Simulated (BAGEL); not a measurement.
# AlSiNH8 (SMILES [AlH3-][NH2+][SiH3]) at HF/def2-SVP (density fitting with qzvpp-jkfit)

What is the energy change on altering one bond length of AlSiNH8 at HF/def2-SVP (density fitting with qzvpp-jkfit)? 

Program for the calculation: BAGEL 1.2.2.

3 further runs of the same task are left out: 1 that didn't finish, 2 set aside as unsound or not needed. Runs told in other sessions of the task aren't counted.

## 1. The molecule

AlSiNH8 has 11 atoms, charge 0, and is taken as a singlet. SMILES: `[AlH3-][NH2+][SiH3]`. Geometry: relaxed at PBE0-D4/def2-TZVP.

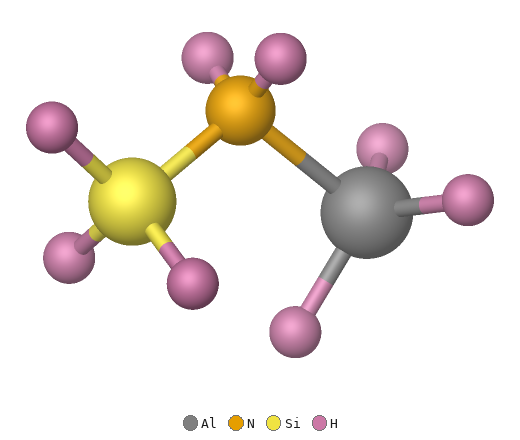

The structure, seen from a chosen angle (aluminium grey, nitrogen amber, silicon yellow, hydrogen pink).

## 2. A single-point energy at HF/def2-SVP (density fitting with qzvpp-jkfit)

Contents of input.json:

```json
{ "bagel": [

{
  "title": "molecule",
  "basis": "svp",
  "df_basis": "qzvpp-jkfit",
  "angstrom": true,
  "geometry": [
    { "atom": "Al", "xyz": [   -0.900100,    1.211100,   -0.740800 ] },
    { "atom": "N", "xyz": [   -0.028300,    0.143500,    0.802700 ] },
    { "atom": "Si", "xyz": [    0.876200,   -1.248700,    0.128600 ] },
    { "atom": "H", "xyz": [   -0.721100,    0.091900,   -1.882400 ] },
    { "atom": "H", "xyz": [    0.093800,    2.465300,   -0.806700 ] },
    { "atom": "H", "xyz": [   -2.377200,    1.435300,   -0.165100 ] },
    { "atom": "H", "xyz": [    0.566700,    0.786500,    1.316700 ] },
    { "atom": "H", "xyz": [   -0.768500,   -0.144800,    1.435900 ] },
    { "atom": "H", "xyz": [    1.651500,   -1.882900,    1.228300 ] },
    { "atom": "H", "xyz": [    1.794800,   -0.716800,   -0.896700 ] },
    { "atom": "H", "xyz": [   -0.122500,   -2.197400,   -0.400100 ] }
  ]
},
{ "title": "hf" },
{ "title": "print", "file": "orbitals.molden", "orbitals": true }

]}
```

Run with:

```sh
$ BAGEL_NUM_THREADS=1 BAGEL input.json > input.out
```

The log of the run:

```text
* using 1 threads per process

  ===============================================================
  ===============================================================

  *** Geometry ***

  { "atom" : "Al", "xyz" : [     -1.700942,      2.288647,     -1.399909 ] },
  { "atom" : "N", "xyz" : [     -0.053479,      0.271176,      1.516883 ] },
  { "atom" : "Si", "xyz" : [      1.655778,     -2.359701,      0.243019 ] },
  { "atom" : "H", "xyz" : [     -1.362682,      0.173666,     -3.557220 ] },
  { "atom" : "H", "xyz" : [      0.177256,      4.658742,     -1.524442 ] },
  { "atom" : "H", "xyz" : [     -4.492257,      2.712324,     -0.311994 ] },
  { "atom" : "H", "xyz" : [      1.070908,      1.486270,      2.488202 ] },
  { "atom" : "H", "xyz" : [     -1.452255,     -0.273632,      2.713458 ] },
  { "atom" : "H", "xyz" : [      3.120883,     -3.558165,      2.321151 ] },
  { "atom" : "H", "xyz" : [      3.391680,     -1.354556,     -1.694517 ] },
  { "atom" : "H", "xyz" : [     -0.231491,     -4.152484,     -0.756079 ] },

  Number of auxiliary basis functions:      477

  Since a DF basis is specified, we compute 2- and 3-index integrals:
    o Being stored without compression. Storage requirement is 0.031 GB

  Number of basis functions:       90
  Number of electrons      :       42

    * METHOD: MOLECULE                             0.38

  *** RHF ***

  === Nuclear Repulsion ===
   154.2129064566

      * DIIS with orbital gradients will be used.

  === RHF iteration (svp) ===
      0       -589.65096023          0.01310508           0.10
      1       -589.74313951          0.00712955           0.10
      2       -589.76646086          0.00129503           0.10
      3       -589.76782880          0.00014775           0.10
      4       -589.76784595          0.00003676           0.10
      5       -589.76784729          0.00000711           0.10
      6       -589.76784736          0.00000175           0.10
      7       -589.76784737          0.00000038           0.10
      8       -589.76784737          0.00000010           0.10
      9       -589.76784737          0.00000002           0.10
     10       -589.76784737          0.00000001           0.10
    * SCF iteration converged.

    * Permanent dipole moment:
           (   -0.854429,     1.068752,    -1.494222) a.u.

    * METHOD: HF                                   1.36

    * METHOD: PRINT                                0.02

  ===============================================================
```

Run time: 1.9 s. Hardware: 1 thread of Arm Neoverse N1, shared host; peak memory 0.12 GiB.

## 3. The distorted shape at the same level

Contents of input.json:

```json
{ "bagel" : [

{
  "title" : "molecule",
  "basis" : "svp",
  "df_basis" : "qzvpp-jkfit",
  "angstrom" : "true",
  "geometry" : [
    { "atom" : "Al", "xyz" : [       0.281599,       1.031737,      -1.201367 ] },
    { "atom" : "N", "xyz" : [       1.153399,      -0.035863,       0.342133 ] },
    { "atom" : "Si", "xyz" : [       2.057899,      -1.428063,      -0.331967 ] },
    { "atom" : "H", "xyz" : [       0.460599,      -0.087463,      -2.342967 ] },
    { "atom" : "H", "xyz" : [       1.275499,       2.285937,      -1.267267 ] },
    { "atom" : "H", "xyz" : [      -2.377200,       1.435300,      -0.165100 ] },
    { "atom" : "H", "xyz" : [       1.748399,       0.607137,       0.856133 ] },
    { "atom" : "H", "xyz" : [       0.413199,      -0.324163,       0.975333 ] },
    { "atom" : "H", "xyz" : [       2.833199,      -2.062263,       0.767733 ] },
    { "atom" : "H", "xyz" : [       2.976499,      -0.896163,      -1.357267 ] },
    { "atom" : "H", "xyz" : [       1.059199,      -2.376763,      -0.860667 ] }
  ]
},

{
  "title" : "hf"
},

{
  "title" : "print",
  "file" : "orbitals.molden",
  "orbitals" : "true"
}

]}
```

Run with:

```sh
$ BAGEL_NUM_THREADS=1 BAGEL input.json > input.out
```

The log of the run:

```text
* using 1 threads per process

  ===============================================================
  ===============================================================

  *** Geometry ***

  { "atom" : "Al", "xyz" : [      0.532145,      1.949700,     -2.270255 ] },
  { "atom" : "N", "xyz" : [      2.179608,     -0.067771,      0.646538 ] },
  { "atom" : "Si", "xyz" : [      3.888866,     -2.698648,     -0.627327 ] },
  { "atom" : "H", "xyz" : [      0.870406,     -0.165281,     -4.427566 ] },
  { "atom" : "H", "xyz" : [      2.410344,      4.319795,     -2.394788 ] },
  { "atom" : "H", "xyz" : [     -4.492257,      2.712324,     -0.311994 ] },
  { "atom" : "H", "xyz" : [      3.303995,      1.147323,      1.617857 ] },
  { "atom" : "H", "xyz" : [      0.780833,     -0.612579,      1.843112 ] },
  { "atom" : "H", "xyz" : [      5.353970,     -3.897112,      1.450805 ] },
  { "atom" : "H", "xyz" : [      5.624768,     -1.693503,     -2.564863 ] },
  { "atom" : "H", "xyz" : [      2.001596,     -4.491431,     -1.626425 ] },

  Number of auxiliary basis functions:      477

  Since a DF basis is specified, we compute 2- and 3-index integrals:
    o Being stored without compression. Storage requirement is 0.031 GB

  Number of basis functions:       90
  Number of electrons      :       42

    * METHOD: MOLECULE                             0.38

  *** RHF ***

  === Nuclear Repulsion ===
   151.3663538782

      * DIIS with orbital gradients will be used.

  === RHF iteration (svp) ===
      0       -589.53208971          0.01283287           0.10
      1       -589.63226817          0.00681684           0.10
      2       -589.65400445          0.00135050           0.10
      3       -589.65560422          0.00016241           0.10
      4       -589.65563069          0.00003695           0.10
      5       -589.65563227          0.00000857           0.10
      6       -589.65563238          0.00000191           0.10
      7       -589.65563239          0.00000043           0.10
      8       -589.65563239          0.00000011           0.10
      9       -589.65563239          0.00000005           0.10
     10       -589.65563239          0.00000001           0.10
    * SCF iteration converged.

    * Permanent dipole moment:
           (   -2.356643,     1.388174,    -1.003162) a.u.

    * METHOD: HF                                   1.33

    * METHOD: PRINT                                0.03

  ===============================================================
```

Wall time 1.9 s (1 thread of Arm Neoverse N1, shared host); peak memory 0.12 GiB.

## 4. Summary of results

Level: HF/def2-SVP (density fitting with qzvpp-jkfit).

| quantity | value |
| --- | --- |
| first shape: total energy | -589.76785 Eh |
| first shape: dipole moment | 5.15 D |
| first shape: HOMO energy | -10.59 eV |
| first shape: LUMO energy | 2.80 eV |
| first shape: HOMO–LUMO gap | 13.40 eV |
| distorted shape: total energy | -589.65563 Eh |
| distorted shape: dipole moment | 7.40 D |
| distorted shape: HOMO energy | -7.57 eV |
| distorted shape: LUMO energy | 1.88 eV |
| distorted shape: HOMO–LUMO gap | 9.45 eV |
| energy change with the Al1–H6 bond stretched from 1.601 to 2.882 Å | 3.054 eV |

**Reading.** With the Al1–H6 bond stretched from 1.601 to 2.882 Å the energy rises by 3.05 eV (295 kJ/mol). The first shape isn't relaxed at this level, so the change isn't measured from a minimum. A restricted reference can't describe the breaking bond well at this length.
